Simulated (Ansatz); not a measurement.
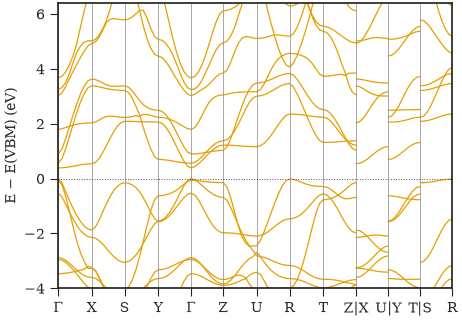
Fig. 1. Band structure from DFT-r²SCAN in the program Ansatz with PAW potentials

### Question
Read off the gap and where the band edges lie.

### Answer
About 0.4 eV (0.39 eV by a search for the band edges); maximum at Γ, minimum at Γ.

### Question
Which of these materials gives this?
A) CaTiN2, Pna2_1 (Ca on 4a, Ti on 4a, N on 4a, N on 4a)
B) BaTiNOF, Pmmm (Pearson symbol oP5)
C) V2O5, Pmmn (V on 4e, O on 2a, O on 4e, O on 4e)
D) ZnGaNO, Pna2_1 (Zn on 4a, Ga on 4a, O on 4a, N on 4a)

### Answer
B, BaTiNOF, Pmmm (Pearson symbol oP5)

The start of the workflow was typed in or built on a structure type; neither database checked (COD, Materials Project) lists it. Its standing as an ambient phase is unchecked. The cell was relaxed with r²SCAN under the symmetry of its start; its stability against distortions is not shown here. The workflow began spin-polarised and lost its moments. Scalar-relativistic: spin–orbit coupling is off unless named, which matters more the heavier the elements.

Potentials: the earlier of the program's two PAW sets.
